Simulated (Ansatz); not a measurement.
# U-r2SCAN0/def2-SVP (core potential) run of InNH2Cl (SMILES [NH2][In][Cl])

What is the electronic atomisation energy of InNH2Cl at U-r2SCAN0/def2-SVP (core potential)? 

Program for the calculation: Ansatz 0.2.0.

53 further runs of the same task are left out: 53 set aside as unsound or not needed.

## (1) The structure to begin with

InNH2Cl has 5 atoms, charge 0, and is taken as a doublet. As SMILES, `[NH2][In][Cl]`. The coordinates come from a PBE0-D4/def2-TZVP relaxation. This is one conformer, not always the lowest.

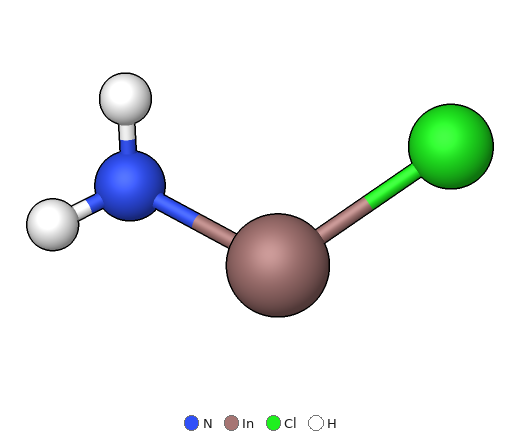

Viewed from a chosen angle; nitrogen blue, indium brown, chlorine green, hydrogen white.

## (2) A single-point energy at U-r2SCAN0/def2-SVP (core potential)

The input, run.yaml:

```yaml
crystal:
  periodic: [false, false, false]
  atoms:
    - {symbol: "N", position_ang: [-0.142600, 0.808600, -0.493900]}
    - {symbol: In, position_ang: [-0.411600, -1.217800, -0.153300]}
    - {symbol: Cl, position_ang: [1.391500, -2.211500, 1.018700]}
    - {symbol: H, position_ang: [-0.999700, 1.283800, -0.756700]}
    - {symbol: H, position_ang: [0.212300, 1.263200, 0.343800]}
basis:
  gaussian: {orbitals: def2-SVP}
magnetization: {spin_polarized: true, initial_magnetization: 1}
hamiltonian: {xc: {name: r2SCAN0}}
accuracy: high
output: {orbitals: {seedname: orbitals}}
```

The run is started by

```bash
$ ansatz run run.yaml --threads 1 --pin off --max-ram 3480MiB --events-out events.jsonl --progress --plain --runs-dir runs
```

Output:

```text
Warning: RAYON_NUM_THREADS=1 ignored (pool sized by the plan → 1); use --threads N
Functional definition: r2SCAN0
  name "r2SCAN0"
  parameter a = 0.25
  parameter k0 = 0.174
  parameter k1 = 0.065
  parameter a1 = 4.9479
  exchange = (1 - a)*r2scan_x(k0 = k0, k1 = k1, a1 = a1) + a*exact_x
  correlation = r2scan_c
1544 factors; integrals over basis functions are off by at most 3.3e-9 eV
mean field evaluation 1: about -19207.0869 eV, gradient 3.8e1 eV
mean field evaluation 2: about -19172.5903 eV, gradient 7.7e1 eV
mean field evaluation 4: about -19213.6487 eV, gradient 5.3e0 eV
mean field evaluation 8: about -19213.9027 eV, gradient 3.4e-1 eV
mean field evaluation 16: about -19213.9050 eV, gradient 2.0e-3 eV
mean field -19213.90503276 eV, -706.0979863012 hartree, gradient 9.9e-8 eV, S^2 0.761551; 0 other end points of the search recorded, 0 dependent functions left out
reference -19213.90503728 eV, -706.0979864673 hartree; 24, 23 occupied and 44, 45 virtual orbitals, 1544 factors
Total energy: -19213.90503728 eV, -706.0979864673 hartree
```

Run time: 24 s. Hardware: 1 thread of Arm Neoverse V1, shared host; peak memory 0.45 GiB.

## (3) The Cl atom at the same level

The input, input.yaml:

```yaml
crystal:
  periodic: [false, false, false]
  atoms:
    - symbol: Cl
      position_ang: [0.000000, 0.000000, 0.000000]
basis:
  gaussian: {orbitals: def2-SVP}
magnetization: {spin_polarized: true, initial_magnetization: 1}
accuracy: high
hamiltonian: {xc: {name: r2SCAN0}}
```

Run the same way, it converges to -459.96005 Eh (log not shown).

## (4) The H atom at the same level

The input, run.yaml:

```yaml
basis:
  gaussian: {orbitals: def2-SVP}
crystal:
  periodic: [false, false, false]
  atoms:
    - {symbol: H, position_ang: [0.000000, 0.000000, 0.000000]}
magnetization: {spin_polarized: true, initial_magnetization: 1}
hamiltonian: {xc: {name: r2SCAN0}}
accuracy: high
```

Run the same way, it converges to -0.49923 Eh (log not shown).

## (5) The In atom

The input, run.yaml:

```yaml
crystal:
  periodic: [false, false, false]
  atoms:
    - {symbol: In, position_ang: [0.000000, 0.000000, 0.000000]}
basis:
  gaussian:
    orbitals: def2-SVP
total_charge: 0
magnetization:
  spin_polarized: true
  initial_magnetization: 1
hamiltonian:
  xc: {name: r2SCAN0}
accuracy: high
```

Run the same way, it converges to -190.14442 Eh (log not shown).

## (6) The N atom

The input, job.yaml:

```yaml
crystal:
  periodic: [false, false, false]
  atoms:
    - {symbol: N, position_ang: [0.000000, 0.000000, 0.000000]}
basis:
  gaussian: {orbitals: def2-SVP}
total_charge: 0
magnetization: {spin_polarized: true, initial_magnetization: 3}
hamiltonian: {xc: {name: r2SCAN0}}
accuracy: high
```

The run is started by

```bash
$ ansatz run job.yaml --threads 1 --pin off --max-ram 3480MiB --events-out events.jsonl --progress --plain --runs-dir runs
```

Output:

```text
Warning: RAYON_NUM_THREADS=1 ignored (pool sized by the plan → 1); use --threads N
Functional definition: r2SCAN0
  name "r2SCAN0"
  parameter a = 0.25
  parameter k0 = 0.174
  parameter k1 = 0.065
  parameter a1 = 4.9479
  exchange = (1 - a)*r2scan_x(k0 = k0, k1 = k1, a1 = a1) + a*exact_x
  correlation = r2scan_c
95 factors; integrals over basis functions are off by at most 1.5e-9 eV
mean field evaluation 1: about -1483.4033 eV, gradient 3.4e0 eV
mean field evaluation 2: about -1483.4494 eV, gradient 1.3e0 eV
mean field evaluation 4: about -1483.4554 eV, gradient 9.7e-2 eV
mean field evaluation 8: about -1483.4555 eV, gradient 1.5e-5 eV
mean field -1483.45546286 eV, -54.5159827378 hartree, gradient 1.0e-8 eV, S^2 3.754771; 0 other end points of the search recorded, 0 dependent functions left out
reference -1483.45546315 eV, -54.5159827484 hartree; 5, 2 occupied and 9, 12 virtual orbitals, 95 factors
Total energy: -1483.45546315 eV, -54.5159827484 hartree
```

Run time: 0.93 s. Hardware: 1 thread of Arm Neoverse V1, shared host; peak memory 0.096 GiB.

## (7) What came out

At U-r2SCAN0/def2-SVP (core potential):

```
                                    quantity          value
                      molecule: total energy  -706.09799 Eh
molecule: HOMO energy (highest over α and β)       -6.60 eV
 molecule: LUMO energy (lowest over α and β)       -3.31 eV
                              molecule: ⟨S²⟩          0.762
                       Cl atom: total energy  -459.96005 Eh
                               Cl atom: ⟨S²⟩          0.753
                        H atom: total energy    -0.49923 Eh
                                H atom: ⟨S²⟩          0.750
                       In atom: total energy  -190.14442 Eh
                               In atom: ⟨S²⟩          0.755
                        N atom: total energy   -54.51598 Eh
                                N atom: ⟨S²⟩          3.755
               electronic atomisation energy      13.036 eV
```

What this shows: Taking the molecule apart into free atoms costs 13.04 eV (1258 kJ/mol), before zero-point energy and without spin-orbit coupling.
